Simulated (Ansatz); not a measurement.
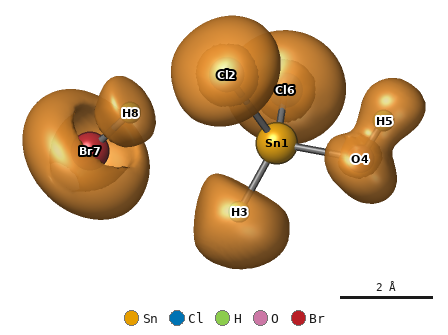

Figure 1: Cl2H2OSn···HBr. Isosurface of the ELF at 0.75 (orange), seen from one side. Core shells and regions of very low density are left out.

Core potentials replace the inner electrons of Sn.

The calculation used RKS PBE/def2-SVP in Ansatz.

```json
{"atom": "Sn", "x (Å)": "-0.2576", "y (Å)": "-0.0327", "z (Å)": "-0.1831"}
{"atom": "Cl", "x (Å)": "-0.5882", "y (Å)": "-0.1326", "z (Å)": "2.1825"}
{"atom": "H", "x (Å)": "1.3885", "y (Å)": "-0.2520", "z (Å)": "-0.5920"}
{"atom": "O", "x (Å)": "-0.8104", "y (Å)": "1.7842", "z (Å)": "-0.7774"}
{"atom": "H", "x (Å)": "-1.7540", "y (Å)": "1.9432", "z (Å)": "-0.5735"}
{"atom": "Cl", "x (Å)": "-1.7246", "y (Å)": "-1.6310", "z (Å)": "-1.1054"}
{"atom": "Br", "x (Å)": "2.0600", "y (Å)": "-2.7647", "z (Å)": "1.7709"}
{"atom": "H", "x (Å)": "1.0669", "y (Å)": "-1.8524", "z (Å)": "2.3044"}
```

**Where are the electrons localised?**

At this value the surface marks out two regions around hydrogen nuclei, one ring or bowl of non-bonding electrons around Br, two regions wrapped around Cl (the valence shell of each) and one joined region spread over several atoms (H, O), in which their bonds and any lone pairs are merged.

Values along the shortest contacts:
Cl2···H8 (2.39 Å): the ELF dips to about 0.15 between them. Sn–O (1.99 Å): the ELF peaks at about 0.85 in the valence shell of O, 0.6 Å from its nucleus, and drops to about 0.15 between the two atoms.
